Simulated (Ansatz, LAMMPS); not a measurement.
# Elastic response of a frame of amorphous poly(phenylene vinylene) with methane (capped chains of 2 units) from 250 K (138 atoms): runs compared

How stiff is a frame of amorphous poly(phenylene vinylene) with methane (capped chains of 2 units) from 250 K (138 atoms), and how do its levels respond to strain?

Computed with Ansatz 0.2.0: Kohn-Sham DFT, LDA, PAW (set soft_2), plane waves.

## 1. The cell as built

The cell holds 138 atoms: 60 C and 78 H. Cell: a = 11.299 Å, b = 11.299 Å, c = 11.299 Å, α = 90.0°, β = 90.0°, γ = 90.0°. 3 poly(phenylene vinylene) chains of 2 units with methyl end groups, 6 methane placed at random, at 0.92 g/cm³; overlaps pushed apart, then 20 ps at 800 K with MMFF94 bonds, angles, torsions, charges and radii (Halgren, J. Comput. Chem. 17, 490 (1996)) in harmonic and 12-6 forms. Snapshot after 30 ps at 250 K and fixed volume.

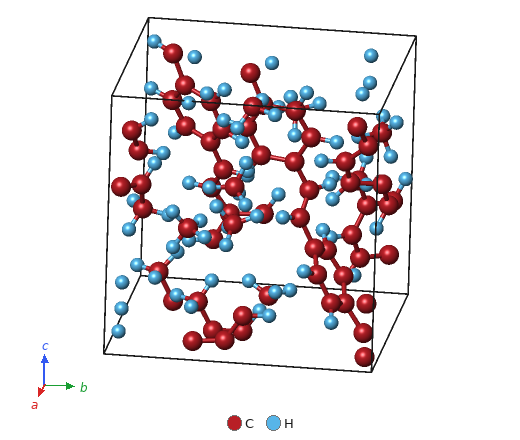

The cell as built. Bonds to atoms that aren't drawn are left out. Some periodic images of atoms are drawn too.

What the set-up can't give: The network of contacts between molecules at the start is that of the classical potential that made the cell, and needn't be the one that DFT or experiment would give. Only the Γ point is sampled.

## 2. The reference run

The reference is a single point at the end of the relaxation.

Every strained cell starts from the geometry of this run, and its atoms are relaxed with the cell held.

Its input, with most atom lines left out:

```yaml
crystal:
  lattice:
    - [10.11395, 0.23494, -0.27892]
    - [0.23494, 10.48599, -0.11705]
    - [-0.27892, -0.11705, 11.432]
  atoms:
    - { symbol: C, position: [0.95067, 0.46452, 0.91772] }
    - { symbol: C, position: [0.96804, 0.4236, 0.04098] }
    - { symbol: C, position: [0.00182, 0.50803, 0.13214] }
    - { symbol: C, position: [0.02567, 0.46724, 0.2458] }
    - { symbol: C, position: [0.01583, 0.3389, 0.27293] }
    - { symbol: C, position: [0.9762, 0.25548, 0.18199] }
    - { symbol: C, position: [0.954, 0.29655, 0.06892] }
    [... atom lines 8 to 138 left out ...]
kpoints:
  mp_grid: { grid: [1, 1, 1] }
hamiltonian:
  xc: lda
scf:
  occupations: { method: gaussian, width: 0.05 }
output:
  forces: true
  stress: true
  populations: true
  dos:
    method: { smearing: { sigma: 0.15 } }
    de: 0.1
    projected: { site_lists: { C: [C], H: [H] } }
  eigenvalues: true
  write_density: true
  write_potential: true
  volumetric_format: npy
```

- free energy per atom: -114.4908 eV/atom
- r.m.s. force component: 0.0064 eV/Å
- pressure: -0.01693 GPa

Filled and empty levels are parted by 2.12 eV (at Γ alone); a local or semilocal functional tends to put such gaps too low. It is the spacing of short capped chains, not of the long polymer. In a disordered cell it changes from sample to sample, and tail or defect levels can set it.

## 3. The runs

Each row is one run, on 4 threads of AMD EPYC 9R45, shared host. The free energy is the program's total, comparable only between runs with the same functional, potentials and atoms.

```
                                 run  atoms    outcome  ionic steps, all passes  free energy (eV)     time  host memory (GiB)
           Single point at the start    138  converged                        -        -15793.644    3.1 s                1.4
              Cell and atoms relaxed    138  converged                       62        -15799.736  3.4 min                1.5
Single point at the relaxed geometry    138  converged                        -        -15799.736    4.5 s                1.3
                         Volume -3 %    138  converged                       14        -15799.744     44 s                1.3
                         Volume +3 %    138  converged                        6        -15799.711     21 s                1.3
                         Volume -6 %    138  converged                       17        -15799.679     49 s                1.2
                         Volume +6 %    138  converged                        6        -15799.644     21 s                1.3
                        Volume -10 %    138  converged                       41        -15799.542    2 min                1.2
            Stretched by 1 % along x    138  converged                        5        -15799.731     17 s                1.3
           Compressed by 1 % along x    138  converged                       13        -15799.767     47 s                1.3
                Sheared by 2 % in xy    138  converged                        5        -15799.748     21 s                1.3
```

In some runs the program notes that the SCF threshold is loose for the stress.

## 4. Pressure against volume

Atoms are relaxed at each volume, in the scaled cell.

```
volume change (%)  volume (Å³/atom)  energy change (meV/atom)  pressure (GPa)  largest move on relaxing (Å)  bonds  gap (eV)
              -10             7.897                      1.41            0.89                          1.34    135                2.01
               -6             8.248                      0.42            0.55                          0.85    135                2.07
               -3             8.511                     -0.05            0.17                          0.65    135                2.09
               +0             8.774                      0.00           -0.02                             -    135                2.12
               +3             9.037                      0.18           -0.26                          0.13    135                2.13
               +6             9.301                      0.67           -0.32                          0.19    135                2.16
```

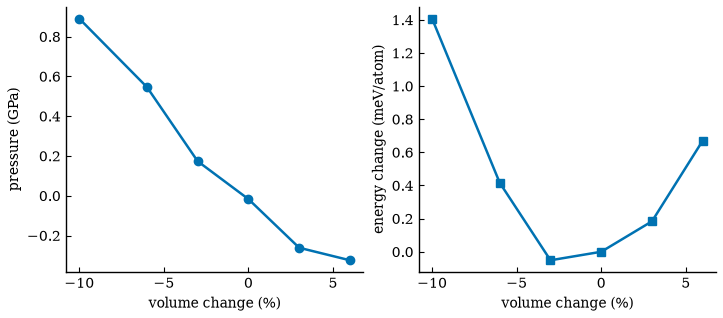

Pressure and energy against volume.

## 5. Uniaxial strain and shear

Stress (GPa, compression positive) less that of the relaxed cell, atoms relaxed:

```
                   strain      xx      yy     zz     xy  energy change (meV/atom)
 stretched by 1 % along x  -0.059  -0.056  0.035  0.010                      0.04
compressed by 1 % along x  -0.044  -0.049  0.135  0.064                     -0.22
     sheared by 2 % in xy  -0.087  -0.063  0.076  0.107                     -0.08
```

## 6. Outcome

The bulk modulus, from the slope of pressure against ln V over the three points nearest the relaxed volume, is 7.24 GPa; between neighbouring points the slope runs 7.9, 12, 6.2, 8.3 and 2.2 GPa from the smallest volume up, without a steady fall, so no pressure derivative is given, and the cell yields more easily when compressed beyond -6 %. At -10 %, -6 % and -3 % some atom moved by over 0.5 Å on relaxing, so those points may sit in another local minimum. The curvature of the energy over the same three points gives 2.69 GPa instead, so stress and energy disagree and the modulus is uncertain by that much. The gap goes from 2.01 eV at the smallest volume to 2.16 eV at the largest, +0.8 eV per unit of ln V by a straight line, on the run's k-points. Stretch and compression disagree (xx stress changes of -0.06 and -0.04 GPa), so C11 is only a mean of unlike responses. The cells compressed by 1 % along x; sheared by 2 % in xy each end below the relaxed cell in energy, so the reference wasn't the lowest nearby minimum and the moduli are doubtful. In the Cartesian axes of the cell, finite differences give C11 = 0.751, C12 = 0.329, C13 = 5.00 and C66 = -5.35 GPa (the shear of 2 % is the engineering strain, εxy = 0.01). An off-diagonal constant as large as C11 can't hold in a stable isotropic solid; here it points to a strained cell that relaxed into another minimum, so these constants aren't elastic ones.

Caveats: Strains are finite and relaxations stop at the force tolerance of the input, which can leave moduli too stiff; they are those of a static cell at zero temperature. Volumes are changed with the cell's shape held, so in an anisotropic solid the modulus lies over the one under free hydrostatic load. The program notes that the SCF threshold of the relaxations is loose for the stress. The reference functional has no dispersion term, which matters for the binding between molecules or layers, where LDA binds through overlap of densities alone.

The DFT runs together took 9.1 min of wall time.

[Logs are printed without paths, hosts, clocks, repeated set-up lines and the standing remarks that a program may print on its own settings, such as how far it seeks lower states.]

[Hosts, paths, dates, database ids (printed as entryN), source tags and the programs' standing remarks are cut or masked in the printed files.]

[The MMFF94 radii named for the starting cell were scaled by 0.96; in molecules described by MMFF94, hydrogen bound to N, O or S took a small fixed 12-6 site in their place.]
